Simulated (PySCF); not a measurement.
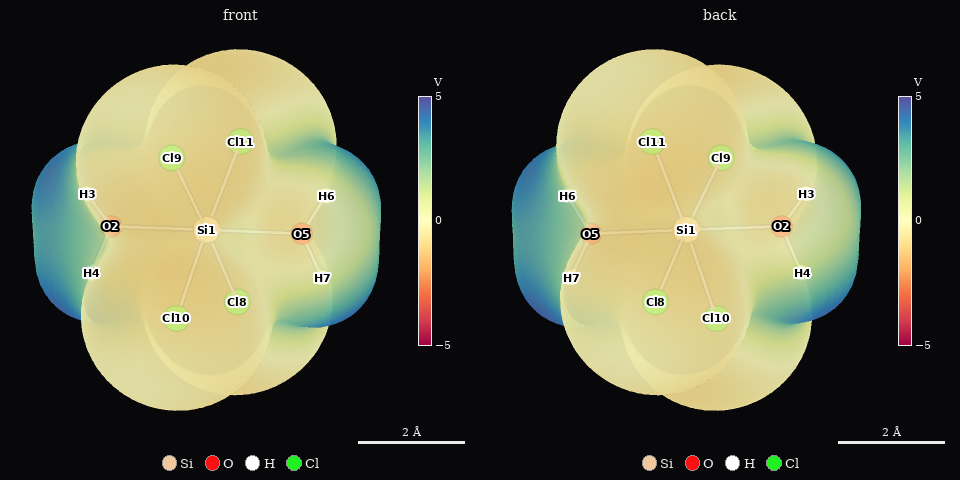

Figure 1: Cl$_{4}$H$_{4}$O$_{2}$Si (SMILES O->[Si](<-O)(Cl)(Cl)(Cl)Cl). The molecular electrostatic potential painted on the density surface at 0.004 e/bohr³, seen from the front and from behind; red is negative and blue positive.

Geometry: PBE0-D3(BJ)/def2-SVP.

Method: PBE0/pcSseg-1, SCF density, gas phase, non-relativistic in PySCF.

```tsv
atom	x (Å)	y (Å)	z (Å)
Si	-0.0190	-0.0321	0.0093
O	0.2225	0.2096	1.9262
H	-0.6906	0.3324	2.2506
H	0.6722	1.0682	2.0230
O	-0.2545	-0.2671	-1.9070
H	-0.3646	-1.2333	-1.9988
H	0.6030	-0.0413	-2.3093
Cl	2.1103	-0.2732	-0.2380
Cl	-2.1373	0.2238	0.3364
Cl	0.2049	2.0972	-0.2691
Cl	-0.2487	-2.1698	0.2076
```

### Where is the surface potential most negative and most positive?

The most negative region (about −1.0 V) lies over Cl8, Cl9, Cl10 and Cl11, the most positive (about +4.4 V) over H4 and H7.
